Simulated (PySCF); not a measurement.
# HNO3 (nitric acid) at 6 levels

Wanted: a comparison of 6 runs (HF/3-21G, BHLYP/def2-SVPD, M06-2X/def2-SVPD, PBE0/def2-SVPD, wB97X/def2-SVPD, CCSD(T)/def2-SVPD) of HNO3 (nitric acid). The job is set up through a Python script.

The results are computed with PySCF 2.14.0.

1 further run of the same task is left out (set aside as unsound or not needed).

**1. The system as given**

HNO3 has 5 atoms, charge 0, and is taken as a singlet. SMILES: `O=[N+]([O-])O`. Geometry: relaxed at PBE0-D4/def2-TZVP. This is one conformer, not always the lowest.

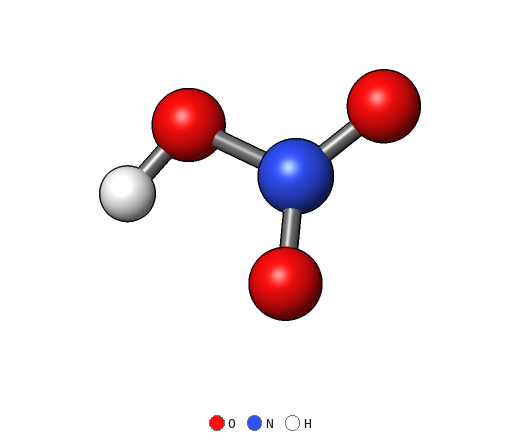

The structure, seen from a chosen angle (oxygen red, nitrogen blue, hydrogen white).

**2. The energy at HF/3-21G (run 1)**

File calc.py:

```python
from pyscf import gto, scf

system = gto.M(
    atom='''
O        1.317870      -0.315800       0.746500
N        0.253090      -0.279730       0.226190
O       -0.596440      -1.123960       0.141450
O       -0.044080       0.932950      -0.373960
H       -0.930440       0.786540      -0.740170
''',
    basis='3-21g',
    verbose=3,
    max_memory=1860,
    spin=0,
    charge=0,
)

myscf = scf.RHF(system)
myscf.conv_tol = 1e-10
myscf.kernel()
if not myscf.converged:
    myscf = myscf.newton().run(myscf.mo_coeff, myscf.mo_occ)

etot = myscf.e_tot
print(f'total energy: {etot:.8f} hartree')
```

Run with:

```
$ OMP_NUM_THREADS=1 python calc.py
```

What it wrote:

```text
converged SCF energy = -277.827594081649
total energy: -277.82759408 hartree
```

It took 0.34 s on 1 thread of AMD EPYC 9R45 (Zen 5), shared host; peak memory 0.1 GiB.

**3. The energy at BHLYP/def2-SVPD (run 2)**

File calc.py:

```python
from pyscf import gto, dft

mol = gto.M(
    atom='''
O      1.317870    -0.315800     0.746500
N      0.253090    -0.279730     0.226190
O     -0.596440    -1.123960     0.141450
O     -0.044080     0.932950    -0.373960
H     -0.930440     0.786540    -0.740170
''',
    max_memory=1860,
    verbose=3,
    basis='def2-svpd',
)

ks = dft.RKS(mol, xc='bhandhlyp')
ks.grids.level = 5
ks.conv_tol = 1e-10
ks.kernel()
if not ks.converged:
    ks = ks.newton().run(ks.mo_coeff, ks.mo_occ)

e_tot = ks.e_tot
print(f'total energy: {e_tot:.8f} hartree')
```

Run with:

```
$ OMP_NUM_THREADS=1 python calc.py
```

What it wrote:

```text
converged SCF energy = -280.533396576906
total energy: -280.53339658 hartree
```

It took 5.7 s on 1 thread of AMD EPYC 9R45 (Zen 5), shared host; peak memory 0.48 GiB.

**4. The energy at M06-2X/def2-SVPD (run 3)**

File run.py:

```python
from pyscf import gto, dft

mol = gto.M(
    atom='''
O      1.317870    -0.315800     0.746500
N      0.253090    -0.279730     0.226190
O     -0.596440    -1.123960     0.141450
O     -0.044080     0.932950    -0.373960
H     -0.930440     0.786540    -0.740170
''',
    max_memory=1860,
    basis='def2-svpd',
    verbose=4,
)

mf = dft.RKS(mol)
mf.xc = 'm06-2x'
mf.grids.level = 5
mf.conv_tol = 1e-10
mf.kernel()
if not mf.converged:
    mf = mf.newton().run(mf.mo_coeff, mf.mo_occ)

etot = mf.e_tot
print('E = %.10f Eh' % etot)
```

Run with:

```
$ OMP_NUM_THREADS=1 python run.py
```

What it wrote:

```text
PySCF version 2.14.0

[INPUT] num. atoms = 5
[INPUT] num. electrons = 32
[INPUT] charge = 0
[INPUT] spin (= nelec alpha-beta = 2S) = 0
[INPUT] symmetry False subgroup None
[INPUT] Mole.unit = angstrom
[INPUT] Symbol           X                Y                Z      unit          X                Y                Z       unit  Magmom
[INPUT]  1 O      1.317870000000  -0.315800000000   0.746500000000 AA    2.490413367781  -0.596775510138   1.410680551988 Bohr   0.0
[INPUT]  2 N      0.253090000000  -0.279730000000   0.226190000000 AA    0.478270784866  -0.528613088825   0.427437152115 Bohr   0.0
[INPUT]  3 O     -0.596440000000  -1.123960000000   0.141450000000 AA   -1.127108249736  -2.123976574966   0.267301760320 Bohr   0.0
[INPUT]  4 O     -0.044080000000   0.932950000000  -0.373960000000 AA   -0.083299127571   1.763019987913  -0.706681981542 Bohr   0.0
[INPUT]  5 H     -0.930440000000   0.786540000000  -0.740170000000 AA   -1.758276775340   1.486345186015  -1.398718585619 Bohr   0.0

nuclear repulsion = 127.635963378152
number of shells = 39
number of NR pGTOs = 139
number of NR cGTOs = 97
basis = def2-svpd
ecp = {}

******** <class 'pyscf.dft.rks.RKS'> ********
method = RKS
initial guess = minao
damping factor = 0
level_shift factor = 0
DIIS = <class 'pyscf.scf.diis.CDIIS'>
diis_start_cycle = 1
diis_space = 8
diis_damp = 0
SCF conv_tol = 1e-10
SCF conv_tol_grad = None
SCF max_cycles = 50
direct_scf = True
direct_scf_tol = 1e-13
XC library pyscf.dft.libxc version 7.0.0
    S. Lehtola, C. Steigemann, M. J.T. Oliveira, and M. A.L. Marques.,  SoftwareX 7, 1–5 (2018)
XC functionals = m06-2x
    Y. Zhao and D. G. Truhlar.,  Theor. Chem. Acc. 120, 215 (2008)
    Y. Zhao and D. G. Truhlar.,  Theor. Chem. Acc. 120, 215 (2008)
radial grids:
    Treutler-Ahlrichs [JCP 102, 346 (1995); DOI:10.1063/1.469408] (M4) radial grids

becke partition: Becke, JCP 88, 2547 (1988); DOI:10.1063/1.454033
pruning grids: <function nwchem_prune>
grids dens level: 5
symmetrized grids: False
atomic radii adjust function: <function treutler_atomic_radii_adjust>
small_rho_cutoff = 0
Set gradient conv threshold to 1e-05
Initial guess from minao.
tot grids = 194592
init E= -281.479893277893
  HOMO = -0.387217683937855  LUMO = -0.0529493484790731  gap/eV = 9.09590
cycle= 1 E= -280.282657539447  delta_E=  1.2  |g|= 1.27  |ddm|= 2.63
  HOMO = -0.381319169563251  LUMO = -0.145524444739616  gap/eV = 6.41630
cycle= 2 E= -279.989592506394  delta_E= 0.293  |g|=  1.9  |ddm|= 2.29
  HOMO = -0.427041536745003  LUMO = -0.0559458577557033  gap/eV = 10.09803
cycle= 3 E= -280.577511111666  delta_E= -0.588  |g|= 0.111  |ddm|= 1.43
  HOMO = -0.419460959361805  LUMO = -0.0402722202331889  gap/eV = 10.31825
cycle= 4 E= -280.577991118538  delta_E= -0.00048  |g|= 0.101  |ddm|= 0.14
  HOMO = -0.424096099368749  LUMO = -0.0399016628697542  gap/eV = 10.45446
cycle= 5 E= -280.579841252317  delta_E= -0.00185  |g|= 0.0153  |ddm|= 0.0805
  HOMO = -0.425297923887415  LUMO = -0.0395771640251761  gap/eV = 10.49600
cycle= 6 E= -280.579875117766  delta_E= -3.39e-05  |g|= 0.0101  |ddm|= 0.0188
  HOMO = -0.42507133851876  LUMO = -0.0393515672602041  gap/eV = 10.49597
cycle= 7 E= -280.579896528539  delta_E= -2.14e-05  |g|= 0.0014  |ddm|= 0.00805
  HOMO = -0.425211276210575  LUMO = -0.039417017967347  gap/eV = 10.49800
cycle= 8 E= -280.579897774783  delta_E= -1.25e-06  |g|= 0.000306  |ddm|= 0.00359
  HOMO = -0.425210461810195  LUMO = -0.0393882486277572  gap/eV = 10.49876
cycle= 9 E= -280.579897822604  delta_E= -4.78e-08  |g|= 7.45e-05  |ddm|= 0.000679
  HOMO = -0.42522130028269  LUMO = -0.0393883764803054  gap/eV = 10.49905
cycle= 10 E= -280.579897824795  delta_E= -2.19e-09  |g|= 1.92e-05  |ddm|= 0.000153
  HOMO = -0.425215737613247  LUMO = -0.03938349235343  gap/eV = 10.49903
cycle= 11 E= -280.579897824895  delta_E= -1e-10  |g|= 6.91e-06  |ddm|= 2.78e-05
  HOMO = -0.425217002682838  LUMO = -0.0393854824333726  gap/eV = 10.49901
cycle= 12 E= -280.579897824906  delta_E= -1.11e-11  |g|= 3.19e-06  |ddm|= 8.56e-06
  HOMO = -0.425216946968887  LUMO = -0.039384829133323  gap/eV = 10.49903
Extra cycle  E= -280.579897824909  delta_E= -2.73e-12  |g|= 4.13e-06  |ddm|= 5.57e-06
converged SCF energy = -280.579897824909
E = -280.5798978249 Eh
```

Wall time 9.6 s (1 thread of AMD EPYC 9R45 (Zen 5), shared host); peak memory 0.52 GiB.

Runs 4 to 5 aren't shown in full; the table further down has their settings and results.

**5. A single-point energy at CCSD(T)/def2-SVPD (run 6)**

File calc.py:

```python
from pyscf import gto, cc

mol = gto.Mole()
mol.atom = [
    ('O', (1.317870, -0.315800, 0.746500)),
    ('N', (0.253090, -0.279730, 0.226190)),
    ('O', (-0.596440, -1.123960, 0.141450)),
    ('O', (-0.044080, 0.932950, -0.373960)),
    ('H', (-0.930440, 0.786540, -0.740170)),
]
mol.basis = 'def2-svpd'
mol.verbose = 4
mol.max_memory = 1860
mol.build()

calc0 = mol.RHF()
calc0.conv_tol = 1e-10
calc0.kernel()
if not calc0.converged:
    calc0 = calc0.newton().run(calc0.mo_coeff, calc0.mo_occ)

mycc = cc.CCSD(calc0, frozen=4)
mycc.kernel()
e_t = mycc.ccsd_t()
e_final = mycc.e_tot + e_t
print('E(%s) = %.9f' % ('CCSD(T)', e_final))
```

Run with:

```
$ OMP_NUM_THREADS=1 python calc.py
```

What it wrote:

```text
PySCF version 2.14.0

[INPUT] num. atoms = 5
[INPUT] num. electrons = 32
[INPUT] charge = 0
[INPUT] spin (= nelec alpha-beta = 2S) = 0
[INPUT] symmetry False subgroup None
[INPUT] Mole.unit = angstrom
[INPUT] Symbol           X                Y                Z      unit          X                Y                Z       unit  Magmom
[INPUT]  1 O      1.317870000000  -0.315800000000   0.746500000000 AA    2.490413367781  -0.596775510138   1.410680551988 Bohr   0.0
[INPUT]  2 N      0.253090000000  -0.279730000000   0.226190000000 AA    0.478270784866  -0.528613088825   0.427437152115 Bohr   0.0
[INPUT]  3 O     -0.596440000000  -1.123960000000   0.141450000000 AA   -1.127108249736  -2.123976574966   0.267301760320 Bohr   0.0
[INPUT]  4 O     -0.044080000000   0.932950000000  -0.373960000000 AA   -0.083299127571   1.763019987913  -0.706681981542 Bohr   0.0
[INPUT]  5 H     -0.930440000000   0.786540000000  -0.740170000000 AA   -1.758276775340   1.486345186015  -1.398718585619 Bohr   0.0

[... 54 lines left out ...]
converged SCF energy = -279.24363952357
[... 12 lines left out ...]
Init t2, MP2 energy = -280.013881860061  E_corr(MP2) -0.770242336491003
[... 14 lines left out ...]
CCSD converged
[... 2 lines left out ...]
E(CCSD(T)) = -280.041270784
```

Wall time 15 s (1 thread of AMD EPYC 9R45 (Zen 5), shared host); peak memory 0.63 GiB.

**6. The series**

```
run              level  integration grid  frozen core orbitals  energy (Eh)  dipole moment (D) of the reference  HOMO energy (eV)  LUMO energy (eV)  wall time
  1           HF/3-21G                 –                     –  -277.827594                                2.73            -13.01              2.43     0.34 s
  2    BHLYP/def2-SVPD                 5                     –  -280.533397                                2.49            -11.61             -1.12      5.7 s
  3   M06-2X/def2-SVPD                 5                     –  -280.579898                                2.43            -11.57             -1.07      9.6 s
  4     PBE0/def2-SVPD                 5                     –  -280.411054                                2.39             -9.71             -2.22      5.4 s
  5    wB97X/def2-SVPD                 5                     –  -280.628987                                2.42            -12.25              0.10      9.3 s
  6  CCSD(T)/def2-SVPD                 –                     4  -280.041271                                2.66            -13.78              2.03       15 s
```

**7. Results**

| quantity | value |
| --- | --- |
| run 6: total energy | -280.04127 Eh |
| run 6: dipole moment (Hartree–Fock density) | 2.66 D |
| run 6: HOMO energy (Hartree–Fock orbitals) | -13.78 eV |
| run 6: LUMO energy (Hartree–Fock orbitals) | 2.03 eV |
| run 6: HOMO–LUMO gap (Hartree–Fock orbitals) | 15.81 eV |
| run 6: correlation energy (4 core orbitals frozen) | -797.6 mEh |
| run 6: (T) correction | -32.12 mEh |
| run 6: T1 diagnostic | 0.019 |

In words: Over runs 1, 2, 3, 4, 5 the dipole moment (its size) runs from 2.39 D (PBE0/def2-SVPD) to 2.73 D (HF/3-21G). The two ends differ in method and basis. Over runs 1, 2, 3, 4, 5 the HOMO–LUMO gap runs from 7.49 eV (PBE0/def2-SVPD) to 15.44 eV (HF/3-21G). Totals of different functionals can't be ranked against each other. All runs together took 46 s, the longest 15 s.
